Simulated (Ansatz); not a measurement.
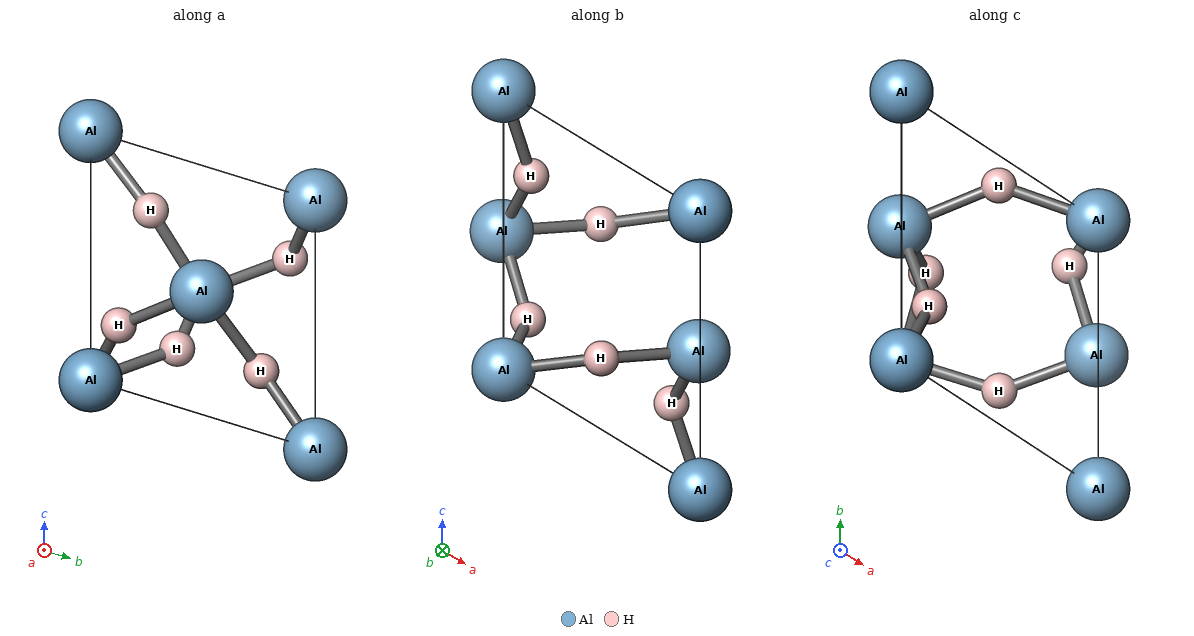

Ball-and-stick representation of a periodic structure, projected along the a axis, along the b axis and along the c axis. One cell (the run's own, in a reduced setting) is framed, with atoms on its boundary repeated.

Cell dimensions are a = 4.373 Å, b = 4.462 Å, c = 4.634 Å, α = 90.75°, β = 116.75°, γ = 118.90°.

Treated as bonds: Al–H up to 2.08 Å (cut-off distances).

The composition is Al2H5.

**To which atoms is each H bonded?**

Two Al in a bent arrangement at about 1.7 to 1.8 Å.

**Does the bonding give isolated units, chains, sheets or a framework?**

The bonds build a three-dimensional framework.

The model is a known structure type with an atom taken out, added or moved, with the atoms shaken; its atoms and cell weren't optimised. An electronic-structure calculation with Ansatz was run on it.

At this level of theory the cell isn't at rest (compressed, at 6 GPa and forces up to 1.6 eV/Å), so its distances can differ from those at equilibrium, the more so the softer the solid.
